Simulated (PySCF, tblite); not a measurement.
**C₆H₈B radical: geometry, infrared bands and EPR parameters**

Aim: predict the infrared bands and EPR parameters of C₆H₈B radical (`C=C1[C]=C(C)BC1`).

Computed with tblite 0.8.0 and PySCF 2.14.0, with density-fitted response routines of our own, on a single molecule in the gas phase. Atoms are numbered from 0 throughout.

## (1) The starting structure

15 atoms, charge 0, multiplicity 2; geometry from: force field or distance geometry start.

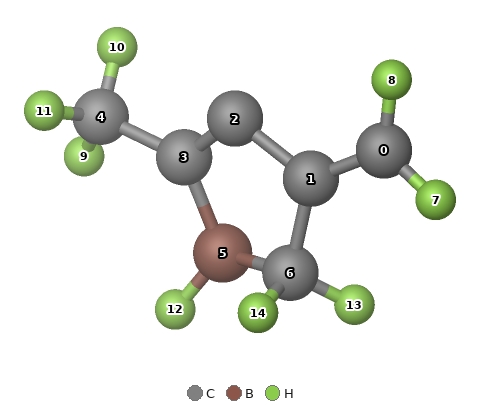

The starting geometry (carbon grey, boron brown, hydrogen green), atoms numbered.

## (2) Geometry optimisation with GFN2-xTB

What the job is given:

```
{"job": {"kind": "relax", "xc": "GFN2-xTB", "basis": "xTB"}, "charge": 0, "multiplicity": 2}
C     -1.712400    -1.491200    -1.599700
C     -0.957100    -0.598300    -0.965400
C     -0.274400    -0.856600     0.333300
C      0.661700     0.036200     0.560900
C      1.556600     0.094600     1.783500
B      0.730000     1.049500    -0.634400
C     -0.621500     0.800100    -1.409300
H     -2.168500    -1.202400    -2.546400
H     -1.889700    -2.485100    -1.178100
H      2.422400     0.765200     1.559800
H      1.992100    -0.917600     1.957100
H      1.002400     0.368200     2.695200
H      1.194700     2.133400    -0.480700
H     -0.513200     0.798700    -2.513300
H     -1.427300     1.513500    -1.090100
```

Started as:

```bash
$ OMP_NUM_THREADS=1 python probes_run.py task.json out
```

The driver reads the jobs from task.json and runs them one after another.

The log of the run:

```text
step      E/eV     max force
  0    -489.43979    2.327
  1    -489.66358    1.702
  2    -489.79912    1.087
  3    -489.86555    0.628
  4    -489.89683    0.419
  5    -489.91040    0.381
  6    -489.92145    0.262
  7    -489.92945    0.220
  8    -489.93458    0.223
  9    -489.94049    0.197
 10    -489.94548    0.173
 11    -489.95047    0.156
 12    -489.95442    0.142
 13    -489.95738    0.134
 14    -489.95961    0.120
 15    -489.96166    0.104
 16    -489.96365    0.106
 17    -489.96523    0.104
 18    -489.96632    0.086
 19    -489.96715    0.067
 20    -489.96793    0.081
 21    -489.96866    0.077
 22    -489.96928    0.063
 23    -489.96988    0.068
 24    -489.97057    0.066
 25    -489.97123    0.072
 26    -489.97175    0.058
 27    -489.97216    0.055
 28    -489.97263    0.063
 29    -489.97317    0.060
 30    -489.97365    0.049
 31    -489.97398    0.047
 32    -489.97428    0.046
 33    -489.97472    0.066
 34    -489.97538    0.092
 35    -489.97620    0.090
 36    -489.97706    0.091
 37    -489.97791    0.075
 38    -489.97878    0.081
 39    -489.97960    0.084
 40    -489.98030    0.056
 41    -489.98085    0.052
 42    -489.98130    0.054
 43    -489.98166    0.044
 44    -489.98194    0.041
 45    -489.98218    0.039
 46    -489.98243    0.042
 47    -489.98268    0.059
 48    -489.98292    0.037
 49    -489.98317    0.028
 50    -489.98337    0.043
 51    -489.98367    0.047
 52    -489.98400    0.047
 53    -489.98432    0.041
 54    -489.98461    0.041
 55    -489.98493    0.041
 56    -489.98529    0.054
 57    -489.98563    0.046
 58    -489.98588    0.035
 59    -489.98608    0.038
 60    -489.98627    0.033
 61    -489.98647    0.032
 62    -489.98662    0.040
 63    -489.98674    0.024
 64    -489.98683    0.032
 65    -489.98694    0.031
 66    -489.98705    0.027
 67    -489.98713    0.017
 68    -489.98718    0.013
 69    -489.98721    0.013
 70    -489.98723    0.012
 71    -489.98727    0.013
 72    -489.98731    0.016
 73    -489.98736    0.021
 74    -489.98742    0.020
 75    -489.98747    0.018
 76    -489.98752    0.015
 77    -489.98756    0.019
 78    -489.98760    0.019
 79    -489.98764    0.017
 80    -489.98767    0.015
 81    -489.98769    0.012
 82    -489.98771    0.012
 83    -489.98774    0.013
 84    -489.98777    0.013
 85    -489.98780    0.014
 86    -489.98784    0.017
 87    -489.98792    0.023
 88    -489.98805    0.032
 89    -489.98823    0.039
 90    -489.98839    0.028
 91    -489.98848    0.019
 92    -489.98853    0.021
 93    -489.98858    0.023
 94    -489.98866    0.040
 95    -489.98876    0.030
 96    -489.98898    0.035
 97    -489.98911    0.042
 98    -489.98940    0.050
 99    -489.98968    0.049
100    -489.99005    0.050
101    -489.99043    0.039
102    -489.98914    0.216
103    -489.99078    0.022
104    -489.99092    0.022
105    -489.98991    0.202
106    -489.99117    0.021
107    -489.99131    0.020
108    -489.99035    0.195
109    -489.99153    0.017
110    -489.99165    0.016
111    -489.99166    0.088
112    -489.99184    0.017
113    -489.99189    0.018
114    -489.99195    0.031
115    -489.99198    0.019
116    -489.99202    0.011
117    -489.99203    0.011
118    -489.99205    0.012
119    -489.99208    0.009
```

Wall time 0.38 s (1 thread of AMD EPYC 9R45, shared host).

The steps of the relaxation: (not every step is listed)

```tsv
step	energy from step 0 (eV)	largest force (eV/Å)
0	0.0000	2.3269
1	-0.2238	1.7015
2	-0.3593	1.0865
3	-0.4258	0.6283
4	-0.4570	0.4190
5	-0.4706	0.3811
6	-0.4817	0.2620
7	-0.4897	0.2201
8	-0.4948	0.2227
18	-0.5265	0.0863
28	-0.5328	0.0625
38	-0.5390	0.0813
48	-0.5431	0.0372
58	-0.5461	0.0346
68	-0.5474	0.0130
78	-0.5478	0.0185
88	-0.5483	0.0318
98	-0.5496	0.0499
108	-0.5506	0.1953
114	-0.5522	0.0310
115	-0.5522	0.0186
116	-0.5522	0.0108
117	-0.5522	0.0112
118	-0.5523	0.0117
119	-0.5523	0.0088
```

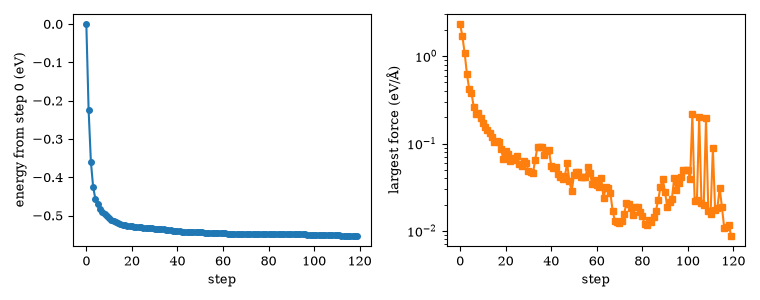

Energy and largest force along the relaxation.

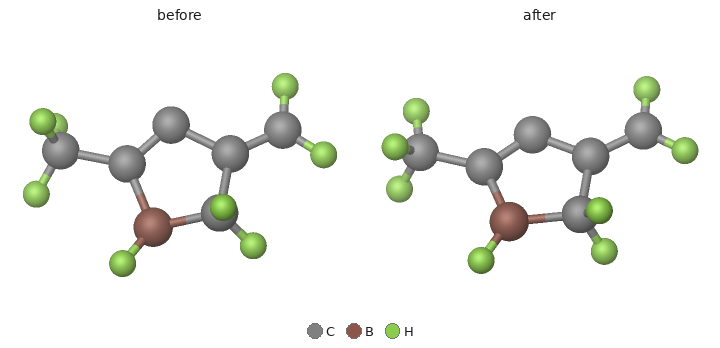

Before and after, at one scale.

Distances of close pairs at the start and the end, largest changes first:

```tsv
bond	before (Å)	after (Å)	change (Å)
C1–C2	1.490	1.433	-0.056
C6–H14	1.123	1.092	-0.030
C4–H9	1.118	1.090	-0.028
C4–H10	1.116	1.088	-0.027
C2–C3	1.313	1.337	+0.024
C3–C4	1.516	1.494	-0.023
B5–H12	1.189	1.168	-0.022
C3–B5	1.568	1.551	-0.017
```

The next job starts from the end point, and lists it.

## (3) Vibrational analysis with GFN2-xTB

What the job is given:

```
{"job": {"kind": "ir", "xc": "GFN2-xTB", "basis": "xTB"}, "charge": 0, "multiplicity": 2}
C     -1.732371    -1.497728    -1.595402
C     -0.895573    -0.648667    -1.004521
C     -0.074430    -0.904031     0.142213
C      0.706159     0.083089     0.594354
C      1.630331     0.027543     1.766559
B      0.444898     1.281736    -0.355084
C     -0.627416     0.789552    -1.420595
H     -2.312195    -1.209911    -2.456845
H     -1.865042    -2.504574    -1.236888
H      2.648071     0.257505     1.452068
H      1.619462    -0.955079     2.233569
H      1.338756     0.771425     2.507706
H      0.944585     2.335292    -0.293815
H     -0.271252     0.820742    -2.452953
H     -1.558397     1.361096    -1.407934
```

The log of the run:

```text
mode    cm-1     km/mol
  1      62.0      0.26
  2      94.4      0.58
  3     154.3      3.22
  4     247.4      2.61
  5     322.2      0.06
  6     374.3      2.71
  7     430.7      1.40
  8     533.4      1.00
  9     581.2      2.14
 10     596.9      4.15
 11     679.9     10.39
 12     788.6    109.39
 13     823.4      3.87
 14     833.5     14.59
 15     885.3     23.80
 16     917.4      2.29
 17     942.1      7.04
 18    1022.3      1.01
 19    1044.3     18.01
 20    1046.0      4.41
 21    1058.7     62.79
 22    1185.2     34.51
 23    1216.0     73.03
 24    1238.5     11.73
 25    1395.5      1.53
 26    1403.0      0.02
 27    1422.0      8.19
 28    1475.0      5.69
 29    1480.4      5.43
 30    1604.8     12.85
 31    1677.0      1.00
 32    2657.7    168.49
 33    2951.6     30.45
 34    2975.8     25.66
 35    2998.8     29.57
 36    3012.4     32.13
 37    3029.2     29.69
 38    3098.0     16.04
 39    3124.4     32.22
```

Wall time 0.25 s (1 thread of AMD EPYC 9R45, shared host).

Which atoms move in the most intense modes:

```tsv
cm⁻¹	km/mol	atoms
789	109.4	B5 26 %, C6 23 %, H12 14 %, H13 12 %
1059	62.8	B5 40 %, H12 19 %, C6 14 %
1185	34.5	C6 34 %, H13 19 %, H14 19 %, C1 12 %
1216	73.0	C3 56 %, B5 14 %, C4 10 %
2658	168.5	H12 92 %
2952	30.4	H13 46 %, H14 46 %
3012	32.1	H9 51 %, H11 43 %
3124	32.2	H8 54 %, H7 36 %
```

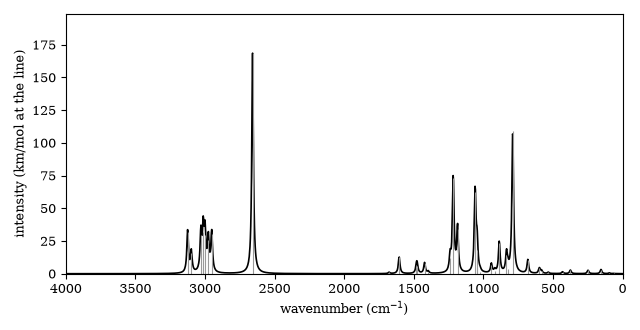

The infrared spectrum from these modes, unscaled. Lines are broadened to a width of 14 cm⁻¹ (Lorentzian).

## (4) EPR parameters: B3LYP/pcH-1

Same as in step 3 but for these lines:

```diff
@@ -1,2 +1,2 @@
-{"job": {"kind": "ir", "xc": "GFN2-xTB", "basis": "xTB"}, "charge": 0, "multiplicity": 2}
+{"job": {"kind": "epr", "basis": "pcH-1"}, "charge": 0, "multiplicity": 2}
 C     -1.732371    -1.497728    -1.595402
```

With the program's defaults for keys left out, this is: UKS B3LYP, pcH-1 on B C H, non-relativistic, mean-field spin-orbit, GIAO.

The log of the run:

```text
UKS, coarse grid
  cycle   1  E = -258.15785569  |g| = 3.27e-01
  cycle   2  E = -258.14280735  |g| = 3.74e-01
  cycle   3  E = -258.21213960  |g| = 8.92e-02
  cycle   4  E = -258.21543317  |g| = 4.28e-02
  cycle   5  E = -258.21648702  |g| = 1.00e-02
  cycle   6  E = -258.21655292  |g| = 4.98e-03
  cycle   7  E = -258.21657282  |g| = 2.42e-03
  cycle   8  E = -258.21658019  |g| = 1.11e-03
  cycle   9  E = -258.21658333  |g| = 5.85e-04
UKS, final grid
  cycle   1  E = -258.21657722  |g| = 6.74e-04
  cycle   2  E = -258.21657731  |g| = 9.92e-04
  cycle   3  E = -258.21657785  |g| = 2.09e-04
  cycle   4  E = -258.21657799  |g| = 2.07e-04
  cycle   5  E = -258.21657813  |g| = 6.34e-05
  cycle   6  E = -258.21657814  |g| = 2.48e-05
E = -258.21657814 Eh   <S^2> = 0.7572 (exact 0.7500)
g shifts (ppm)      1          2          3
  rmc          -162       -162       -162
  gc             28         18          9
  oz_so        -884        -56        529
  total       -1018       -200        375
hyperfine (MHz)  atom isotope    a_iso     a_fc   dipolar eigenvalues
    0   13C       9.58       9.58     -2.55      1.25      1.30
    1   13C      47.63      47.63     -9.40     -5.56     14.96
    2   13C     334.82     334.82    -77.43    -61.16    138.60
    3   13C       3.68       3.68    -19.23     -2.91     22.15
    4   13C      27.99      27.99     -2.69     -2.36      5.06
    5   11B      66.58      66.58     -6.55     -2.56      9.11
    6   13C      40.48      40.48     -5.20     -4.18      9.38
    7    1H      -3.99      -3.99     -2.01     -1.89      3.90
    8    1H      -2.15      -2.15     -3.93     -2.77      6.70
    9    1H      -7.61      -7.61     -2.29     -2.08      4.37
   10    1H      -0.69      -0.69     -4.66     -3.00      7.66
   11    1H      -7.82      -7.82     -2.31     -2.09      4.40
   12    1H      24.81      24.81     -3.01     -0.97      3.98
   13    1H      -0.79      -0.79     -3.39     -1.25      4.64
   14    1H      -0.73      -0.73     -3.39     -1.25      4.64
```

Wall time 29 s (1 thread of AMD EPYC 9R45, shared host); peak memory 0.97 GiB.

Principal g values 2.00130, 2.00212, 2.00269; g(iso) = 2.00204, against 2.00232 for a free electron.

Mean a(iso) over the nuclei that a row names, and the largest dipolar term of the row (other rows stand at the frozen geometry):

```tsv
nuclei	isotope	a(iso) (MHz)	a(iso) (G, at g = 2.0023)	largest dipolar term (MHz)
C2	13C	334.8	119.5	138.6
B5	11B	66.6	23.8	9.1
C1	13C	47.6	17.0	15.0
C6	13C	40.5	14.4	9.4
C4	13C	28.0	10.0	5.1
H12	1H	24.8	8.9	4.0
C0	13C	9.6	3.4	-2.6
H9, H10, H11	1H	-5.4	-1.9	7.7
H7	1H	-4.0	-1.4	3.9
C3	13C	3.7	1.3	22.1
H8	1H	-2.2	-0.8	6.7
H13, H14	1H	-0.8	-0.3	4.6
```

Mulliken spin populations:

C0 0.02; C1 -0.04; C2 0.96; C3 -0.09; C4 0.02; B5 0.06; C6 0.05; H7 0.00; H8 0.00; H9 0.00; H10 0.01; H11 0.00; H12 0.01; H13 0.00; H14 0.00

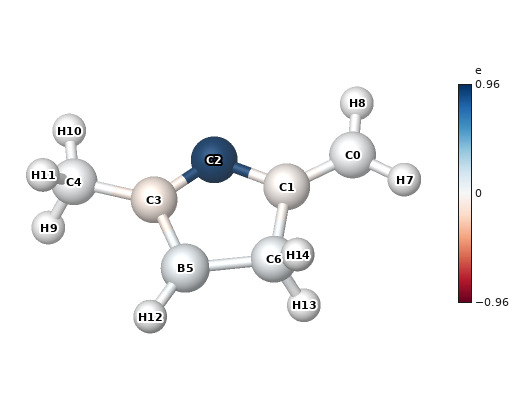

Mulliken spin populations, as colours on the atoms.

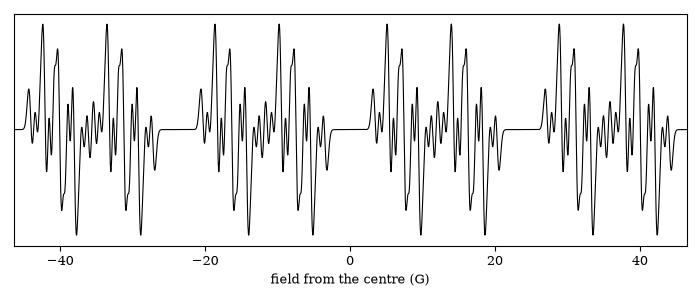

First-order isotropic spectrum (first derivative, main isotopes with spin only, couplings over 0.8 MHz, Gaussian width 0.3 G; couplings of the frozen geometry, rotation of groups not averaged beyond the rows shown).

The fields below are evaluated on a grid from the run's orbitals.

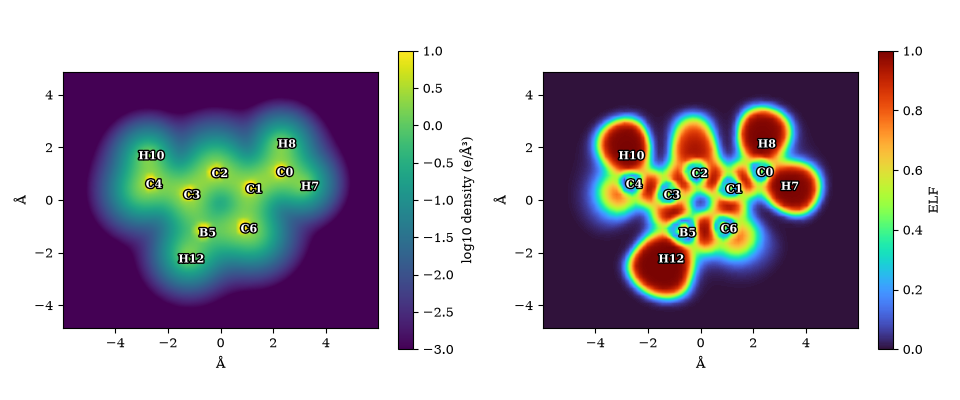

Density (left) and ELF (right) in a plane through or near 11 of the atoms.

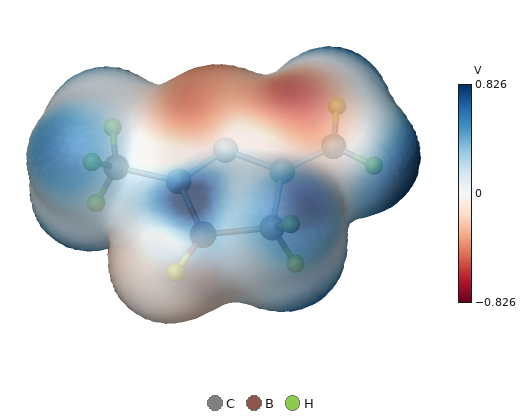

The potential that a unit positive charge feels on the 0.002 e/bohr³ surface, from -0.50 V near C0 to 0.83 V near H7.

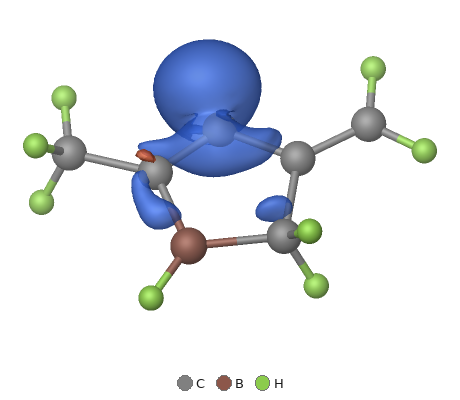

Spin density at ±0.05 e/Å³ (alpha excess blue, beta excess red).

## (5) What came out

```
                                 quantity                  value
strongest single infrared mode (GFN2-xTB)  2658 cm⁻¹, 168 km/mol
             zero-point energy (GFN2-xTB)          73.5 kcal/mol
                           g(iso) (B3LYP)                2.00204
                                     ⟨S²⟩     0.757 (exact 0.75)
       largest a(iso) (averaged by class)   13C on C2, 334.8 MHz
    surface potential, least and greatest     -0.50 V and 0.83 V
```

What this shows: The optimisation took 119 steps and gained 0.552 eV; among the close pairs (by a distance rule), C1–C2 changed most, from 1.490 to 1.433 Å. No mode is imaginary among the 39: a minimum at this level. The strongest single mode, at 2658 cm⁻¹, moves mainly H12. Unscaled tight-binding wavenumbers are off by several per cent, some by more. Its intensities can rank the bands wrongly. Most of the unpaired spin sits on C2 (0.96 e). The isotropic g lies 0.3 ppt below the free-electron value.
